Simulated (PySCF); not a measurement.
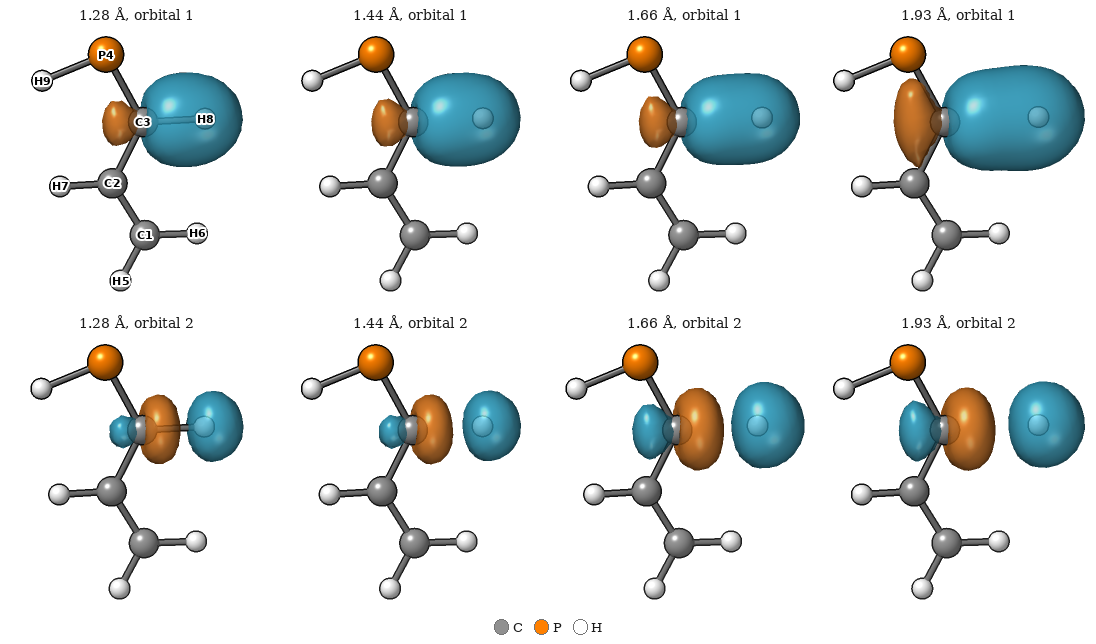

Figure 1: C₃H₅P, SMILES `C=CC=P`. Rigid stretch of the C3–H8 bond. The two CASSCF(2,2) natural orbitals nearest half filling (orbital 1 the more occupied).

Level of theory: 6-311G** basis (PySCF), at a geometry from GFN2-xTB. No frequency check shows the geometry to be a minimum. GFN2-xTB bond lengths at metals and heavier atoms can be off by up to 0.1 Å and shapes distorted, which carries into these values.

Geometry (Å), atoms numbered from 1:

```
C1       2.3306   -0.0571    0.0000
C2       1.0727    0.3880    0.0000
C3      -0.0699   -0.4726    0.0000
P4      -1.6856    0.0027    0.0000
H5       3.1712    0.6148    0.0000
H6       2.5543   -1.1112    0.0000
H7       0.8774    1.4542    0.0000
H8       0.1309   -1.5379    0.0000
H9      -1.4495    1.3899    0.0000
```

### How do the occupations change along the stretch?

1.28 Å: 1.97 and 0.03; 1.44 Å: 1.95 and 0.05; 1.66 Å: 1.91 and 0.09; 1.93 Å: 1.82 and 0.18. At the longest distance computed (3.00 Å) they are 1.28 and 0.72, and the effective number of unpaired electrons is 1.7.

UHF's ⟨S²⟩ passes 1 along the scan (up to 1.77), so it also polarises electrons outside the stretched bond; its energy lowering isn't due to that bond alone.

UHF already breaks spin symmetry near equilibrium here (⟨S²⟩ = 0.69 at 1.07 Å), for reasons apart from this bond.

### How much energy does the stretch cost?

By CASSCF, 4.4 eV from the lowest point of the scan (1.07 Å) to 3.00 Å; RHF gives 7.5 eV from its own lowest point. The fragments aren't relaxed and dynamic correlation is missing, so this isn't a bond dissociation energy.
